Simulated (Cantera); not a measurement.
Input: 1 mol Ti, 0.74 mol H2O, equilibrated at 133 Pa.

These are equilibrium values from Cantera (NASA tables, ideal gas, pure condensed phases), not measurements of a reactor. Candidate condensed phases: H2O, Ti, TiO, TiO2, Ti2O3, Ti3O5, Ti4O7; 12 gas species. Mutual solubility and eutectic melting of coexisting phases are not modelled. TiO: taken at fixed stoichiometry. Condensed phases not in the tables: N, O or C dissolved in the metal. The numbers say what is thermodynamically allowed, not how fast it happens.

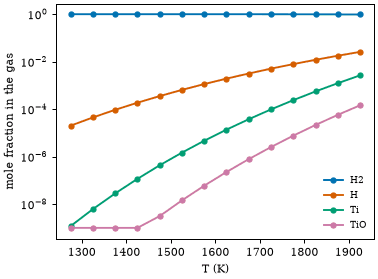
Figure: Equilibrium gas composition (values under 1e-9 drawn at 1e-9)

From 1275 K to 1925 K the condensed part is Ti(β) + TiO(s).
